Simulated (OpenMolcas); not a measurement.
## Predicting a hybrid from its neighbours: MgO (magnesium oxide)

MgO has 2 atoms, charge 0, and is taken as a singlet. SMILES: `[O]=[Mg]`. The shape is that of a PBE0-D4/def2-TZVP optimisation.

The electronic atomisation energy y, in eV, basis aug-cc-pVTZ; a is the functional's share of exact exchange. Programs: OpenMolcas 26.06.

```
functional     program     a  y (eV)
      TPSS  OpenMolcas     0    2.58
       PBE  OpenMolcas     0    2.90
     B3LYP  OpenMolcas   0.2    2.26
      PBE0  OpenMolcas  0.25       ?
     BHLYP  OpenMolcas   0.5    1.27
```

**Question.** Fit y = c + s·a to the known rows and predict PBE0.

**Answer.** 
1. Means of the 4 rows: a = 0.1750, y = 2.252.
2. Σ(Δa)² = 0.1675, Σ(Δa·Δy) = -0.48975, so the slope is -0.48975/0.1675 = -2.9239.
3. Intercept: 2.252 − (-2.9239) × 0.1750 = 2.764. The largest residual of the fit is 0.18.
4. PBE0: 2.764 + (-2.9239) × 0.25 = 2.03 eV.

The run gave 2.06 eV, so the prediction is off by -0.03 eV, within the scatter of the fit. The rows mix families of semi-local functionals, which the line can't see.

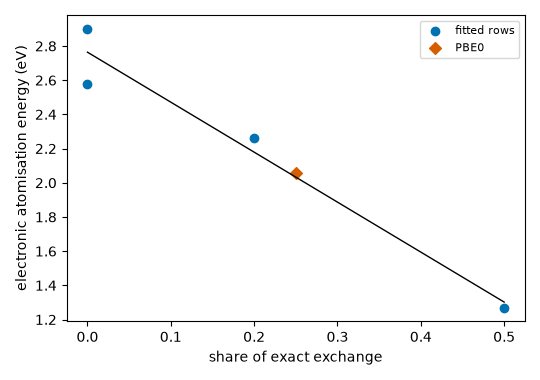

The fitted line, with the withheld row.
